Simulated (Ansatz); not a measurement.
## AlH3ClF: single-point calculation

AlH3ClF, computed with RKS PBE0-D4/def2-TZVPP (Ansatz 0.2.0).

The geometry is a transition state. The reaction was set up to form Al1–F6 and Cl2–H5 and to break Al1–Cl2 and H5–F6 (atoms counted from 1 in the order of the input); sticks are drawn by distance alone. The geometry comes from this level: PBE0-D4/def2-TZVP.

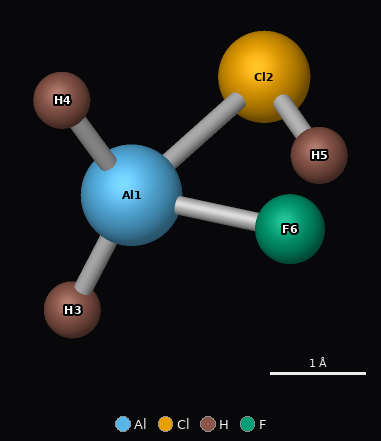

*The structure as given in the input (ball-and-stick view, seen at a tilt; atoms are numbered from 1 in the order of the input). Sticks mark near contacts.*

Bond lengths as drawn: Al–Cl 2.38 Å, Al–F 1.79 Å, Al–H 1.57 Å and Cl–H 1.47 Å.

### Input file
```yaml
crystal:
  periodic: [false, false, false]
  atoms:
    - {symbol: Al, position_ang: [-0.644988, -0.081755, -0.156296]}
    - {symbol: Cl, position_ang: [1.425052, 1.035522, -0.531019]}
    - {symbol: H, position_ang: [-0.930427, -1.038705, -1.370953]}
    - {symbol: H, position_ang: [-1.641013, 0.917888, 0.537419]}
    - {symbol: H, position_ang: [1.306085, -0.011367, 0.497913]}
    - {symbol: F, position_ang: [0.485291, -0.821483, 1.022936]}
basis:
  gaussian: {orbitals: def2-TZVPP}
hamiltonian: {xc: pbe0, dispersion: d4}
output: {orbitals: {seedname: orbitals}}
```

Run on 2 threads of Intel Xeon, 63 GiB of memory available, shared host.

Launched with:
```bash
ansatz run in.yaml --threads 2 --pin off --events-out ev --progress --plain --max-ram 4352MiB
```

### The program's output
```
Functional definition: PBE0
  name "PBE0"
  cite "Adamo & Barone, J. Chem. Phys. 110, 6158 (1999) doi:10.1063/1.478522"
  cite "Perdew, Burke & Ernzerhof, Phys. Rev. Lett. 77, 3865 (1996) doi:10.1103/PhysRevLett.77.3865"
  parent pbe
  parameter a = 0.25
  parameter kappa = 0.804
  parameter beta = 0.06672455060314922
  exchange = (1 - a)*pbe_x(kappa = kappa, mu = beta*pi^2/3) + a*exact_x
  correlation = pbe_c(beta = beta)
958 factors; their error is unknown
mean field evaluation 1: about -21877.5308 eV, gradient 3.1e1 eV
mean field evaluation 2: about -21875.7158 eV, gradient 4.9e1 eV
mean field evaluation 4: about -21879.0001 eV, gradient 1.2e0 eV
mean field evaluation 8: about -21879.0515 eV, gradient 1.9e-1 eV
mean field -21879.05149798 eV, -804.0403123971 hartree, gradient 5.8e-5 eV, S^2 0.000000; 0 other end points of the search recorded, 0 dependent functions left out
reference -21879.05152675 eV, -804.0403134544 hartree; 21, 21 occupied and 136, 136 virtual orbitals, 958 factors
Total energy: -21879.13010840 eV, -804.0432012765 hartree
```

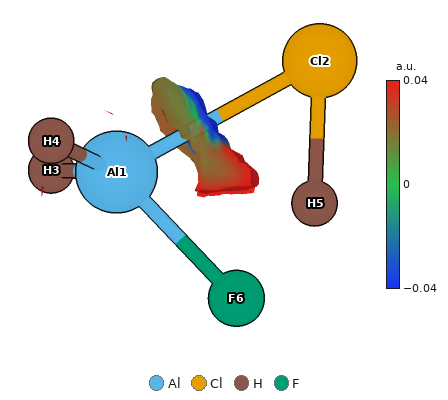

*Non-covalent interaction (NCI) plot: the surface where the reduced density gradient is 0.5, for densities under 0.05 a.u., coloured by sign(λ₂)ρ; seen from the side.*

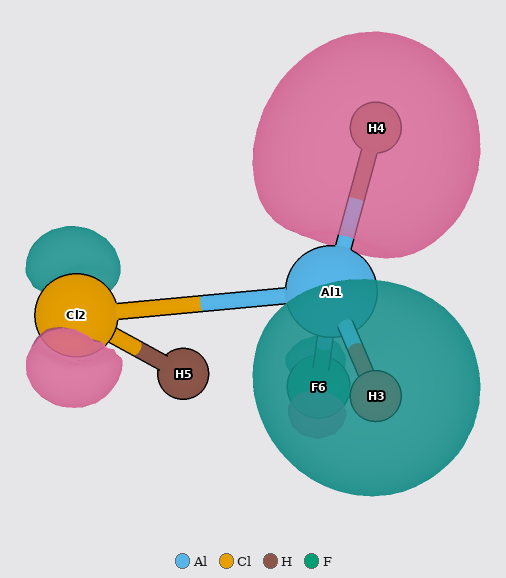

*The HOMO at ±0.15 Å⁻³ᐟ² (teal and pink are the two phases), seen at an oblique angle.*

Its weight (Hirshfeld) is mainly on Al1 (35 %), H3 (30 %) and H4 (30 %). Its energy is −8.61 eV.

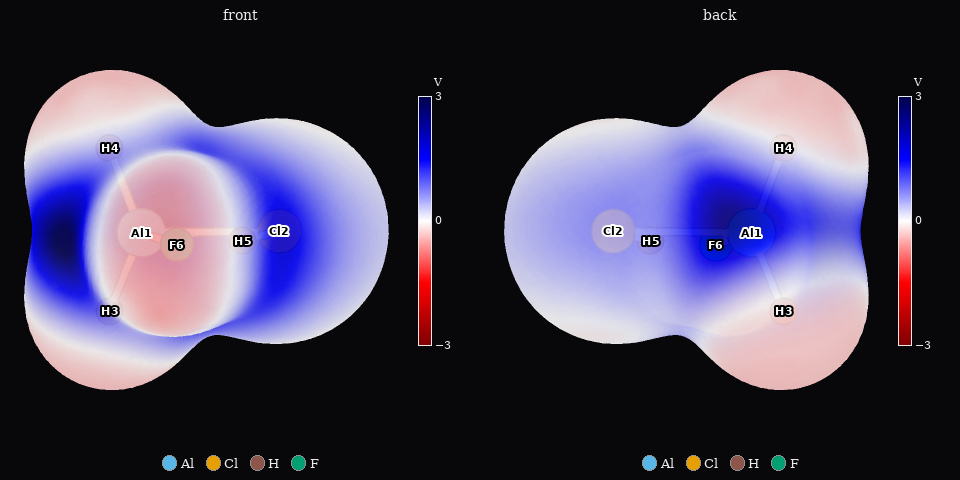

*The electrostatic potential painted on the density surface at 0.002 e/bohr³, seen at a tilt and from behind; the colour scale runs from red (negative) to blue (positive).*

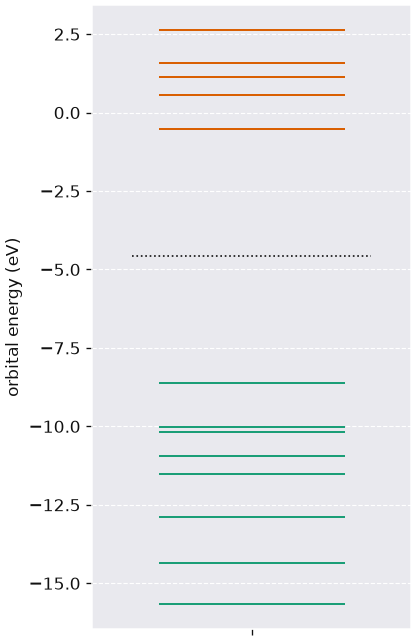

*Orbital energies near the frontier; the dotted line parts filled from empty levels, and levels within 0.02 eV of each other stand side by side.*

Highest filled −8.61 eV, lowest empty −0.52 eV, 8.09 eV apart.

### Key numbers

- outcome: converged
- total energy: −21879.1301 eV
- mean-field energy: −21879.0515 eV
- dispersion energy: −0.0786 eV
- SCF solution under orbital rotations: stable
- HOMO: −8.61 eV
- LUMO: −0.52 eV
- wall time: 1.4 s (CPU time 2.5 s)
- peak memory: 0.32 GiB
